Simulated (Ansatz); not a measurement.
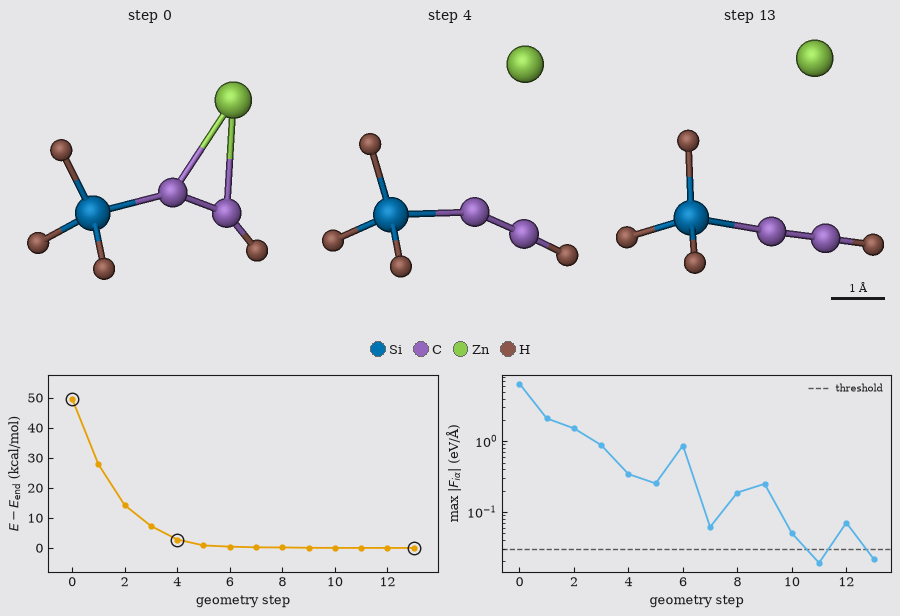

Frames of a relaxation of C₂H₄SiZn (coarse preliminary run), marked on the history of the run. The picture is a ball-and-stick view, seen at a tilt.

The start comes from a force field.

Computed with RKS PBE-D4/def2-SVP in Ansatz 0.2.0.

Input file:
```yaml
crystal:
  periodic: [false, false, false]
  atoms:
    - {symbol: Si, position_ang: [-0.351600, 1.113100, -0.360900]}
    - {symbol: C, position_ang: [0.300100, -0.480500, 0.095700]}
    - {symbol: C, position_ang: [0.125200, -1.673000, 0.640600]}
    - {symbol: Zn, position_ang: [2.175400, -1.419500, -0.084200]}
    - {symbol: H, position_ang: [-1.538000, 0.950500, -1.297200]}
    - {symbol: H, position_ang: [-0.853200, 1.876300, 0.835800]}
    - {symbol: H, position_ang: [0.657800, 1.961300, -1.045100]}
    - {symbol: H, position_ang: [-0.423500, -2.385100, 1.159400]}
basis:
  gaussian: {orbitals: def2-SVP}
hamiltonian: {xc: pbe, dispersion: d4}
relax: {f_tol: 0.03, max_steps: 200}
```

Command:
```bash
ansatz run in.yaml --threads 4 --pin off --events-out ev --progress --plain --max-ram 10444MiB
```

**What happens along the run?**

The energy falls by 49.7 kcal/mol in 13 geometry steps. The largest force component goes from 6.5 to 0.022 eV/Å. The forces were under the threshold at step 11, but the run went on from there. Zn4 moves most after the best rigid fit: 0.97 Å. By element the largest moves are Zn 0.97 Å, C 0.75 Å, H 0.62 Å, Si 0.09 Å. Near-neighbour distances that change, for instance: C3–Zn4 2.189 → 3.554 Å, C2–Zn4 2.105 → 3.389 Å, Si1–Zn4 3.588 → 3.866 Å, C2–C3 1.323 → 1.229 Å. Bonds break: C2–Zn4 (2.10 → 3.39 Å), C3–Zn4 (2.19 → 3.55 Å). Bond angles that change, for instance: Si1–C2–C3 149.7° → 177.9°, C2–C3–H8 153.4° → 179.6°, C2–Si1–H7 112.4° → 107.9°. Cost: 13 s on 4 threads of Arm Neoverse V2, on a shared host. From step 0 to 4: Zn4 moves most (0.75 Å), energy −46.9 kcal/mol. From step 4 to 13: H7 moves most (0.41 Å), energy −2.81 kcal/mol.

| step | E − E(0), kcal/mol | largest force component, eV/Å |
| --- | --- | --- |
| 0 | 0.00 | 6.5090 |
| 1 | -21.84 | 2.1044 |
| 2 | -35.44 | 1.5200 |
| 3 | -42.38 | 0.8817 |
| 4 | -46.89 | 0.3432 |
| 5 | -48.86 | 0.2532 |
| 6 | -49.26 | 0.8699 |
| 7 | -49.50 | 0.0613 |
| 8 | -49.54 | 0.1880 |
| 9 | -49.65 | 0.2493 |
| 10 | -49.69 | 0.0501 |
| 11 | -49.69 | 0.0190 |
| 12 | -49.70 | 0.0704 |
| 13 | -49.70 | 0.0217 |
